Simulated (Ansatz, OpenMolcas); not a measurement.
A ladder of methods for GeH2Cl (SMILES [Cl][GeH2])

GeH2Cl has 4 atoms, charge 0, and is taken as a doublet. As SMILES, `[Cl][GeH2]`. The coordinates come from a PBE0-D4/def2-TZVP relaxation.

Quantity: the vertical ionisation energy (to the singlet cation), in eV. The values are calculated.

```tsv
level	kind	program	value (eV)	CPU time (all runs)
UHF/def2-TZVPP	Hartree–Fock	OpenMolcas	8.76	49 s
USVWN5/def2-TZVPP	LDA	OpenMolcas	8.84	1.7 min
UBLYP/def2-TZVPP	GGA	OpenMolcas	8.63	2 min
U-r2SCAN/def2-TZVPP	meta-GGA	OpenMolcas	9.04	1.9 min
UM06-L/def2-TZVPP	meta-GGA	OpenMolcas	8.70	1.9 min
UPBE0/def2-TZVPP	global hybrid	OpenMolcas	8.97	93 s
FCI/STO-3G	exact in the basis	Ansatz	6.41	9.8 s
```

All-electron rows without a relativistic Hamiltonian named are non-relativistic. The values span 6.41 to 9.04 eV. High-level rows in very small sets aren't better than simpler rows in larger ones. CPU times are rough (shared hosts, several kinds of processor and program).

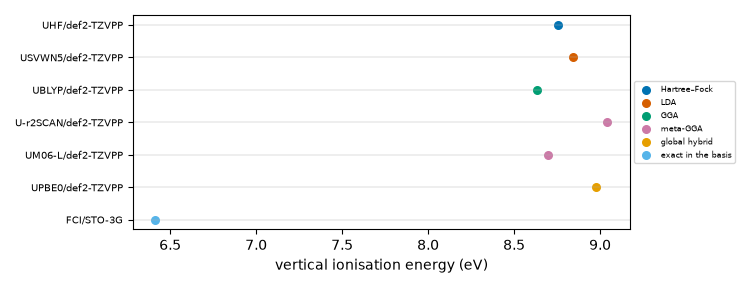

The values of the table, level by level.
